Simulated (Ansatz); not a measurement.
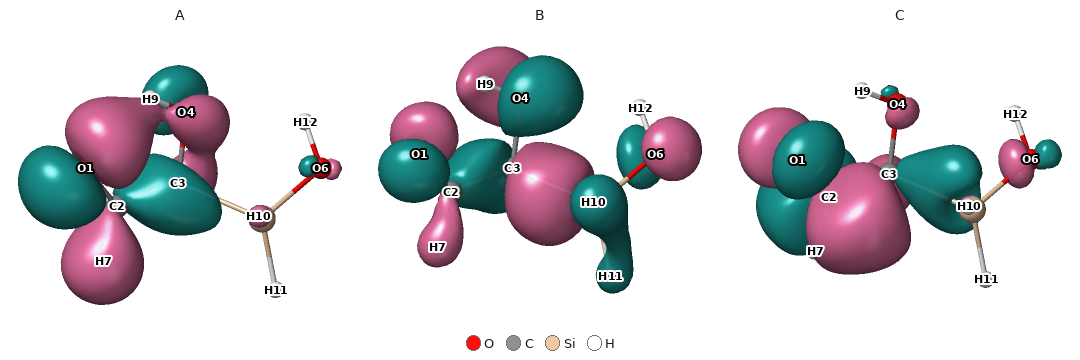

Figure. C$_{2}$H$_{6}$O$_{3}$Si. Three frontier orbitals at ±0.1 Å⁻³ᐟ² (teal and pink are the two phases), in no order.

All numbers below come from Ansatz 0.2.0, RKS PBE0/def2-SVP.

| atom | x (Å) | y (Å) | z (Å) |
| --- | --- | --- | --- |
| O | 1.1640 | -1.4555 | 1.6857 |
| C | 0.7371 | -1.4614 | 0.5545 |
| C | -0.3584 | -0.5448 | 0.1467 |
| O | -0.8624 | 0.1546 | 1.2564 |
| Si | 0.2126 | 0.8630 | -1.0356 |
| O | -1.0172 | 1.9736 | -0.9633 |
| H | 1.1559 | -2.1381 | -0.2286 |
| H | -1.1481 | -1.1353 | -0.3615 |
| H | -0.3003 | -0.1303 | 2.0014 |
| H | 1.5096 | 1.3803 | -0.5047 |
| H | 0.3685 | 0.4177 | -2.4473 |
| H | -1.3842 | 2.0212 | -0.0696 |

Order the three orbitals by energy and name them.

Answer. A is the HOMO−1 (−8.21 eV). It lies mainly on O1 (about 50 %), C2 (about 10 %), C3 (about 10 %), O4 (about 10 %) and H7 (about 10 %). B is the HOMO (−7.70 eV). By Hirshfeld shares it lies mainly on O4 (about 35 %), C3 (about 20 %), O1 (about 10 %), Si5 (about 10 %) and O6 (about 5 %). C is the LUMO (−1.09 eV). Its weight (Hirshfeld) is mainly on C2 (about 40 %), O1 (about 30 %), Si5 (about 10 %) and C3 (about 10 %); π-antibonding (π*) across C2–O1.

What is the HOMO–LUMO gap?

Answer. 6.61 eV between the orbital energies.
